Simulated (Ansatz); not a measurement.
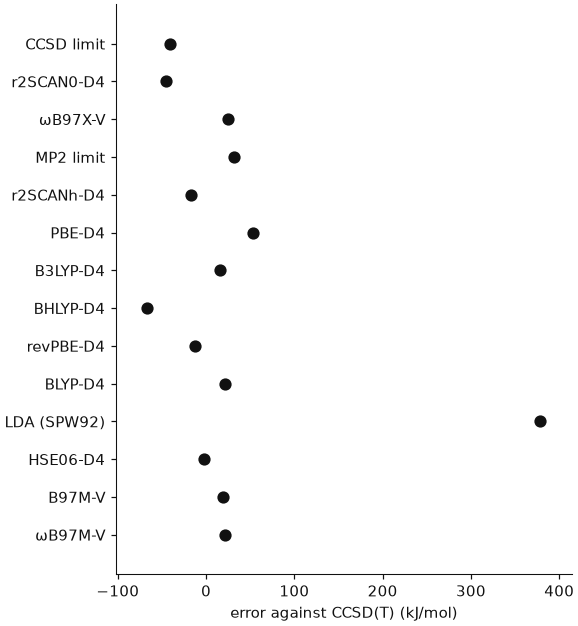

Error in the electronic atomisation energy (method less reference, so positive means overbinding) of SiN₂H₄Cl, SMILES [NH][SiH](N)Cl, doublet: functionals in def2-TZVPP against frozen-core CCSD(T) at the limit (MP2 extrapolated from triple and quadruple zeta, plus CCSD(T) less MP2 in a smaller set), which gives 2587.7 kJ/mol, at a PBE0-D4/def2-TZVP geometry (a minimum by its frequencies), no zero-point or spin-orbit term, the Ansatz code. The reference leaves out core correlation, a term that grows with the number of heavy atoms. Limit means the basis limit.

Q: Which of these levels overbind, and which underbind?

A: Overbind: ωB97X-V, MP2 limit, PBE-D4, BLYP-D4, LDA (SPW92) and ωB97M-V. Underbind: CCSD limit, r2SCAN0-D4 and BHLYP-D4. Within 20 kJ/mol of zero, too close to call in view of what the reference leaves out: r2SCANh-D4, B3LYP-D4, revPBE-D4, HSE06-D4 and B97M-V.

Q: Give the values.

A:
| level | kJ/mol |
| --- | --- |
| CCSD limit | −41.2 |
| r2SCAN0-D4 | −45.3 |
| ωB97X-V | 25.3 |
| MP2 limit | 32.0 |
| r2SCANh-D4 | −16.8 |
| PBE-D4 | 53.4 |
| B3LYP-D4 | 15.2 |
| BHLYP-D4 | −66.4 |
| revPBE-D4 | −13.1 |
| BLYP-D4 | 21.8 |
| LDA (SPW92) | 378.7 |
| HSE06-D4 | −2.5 |
| B97M-V | 18.8 |
| ωB97M-V | 21.7 |
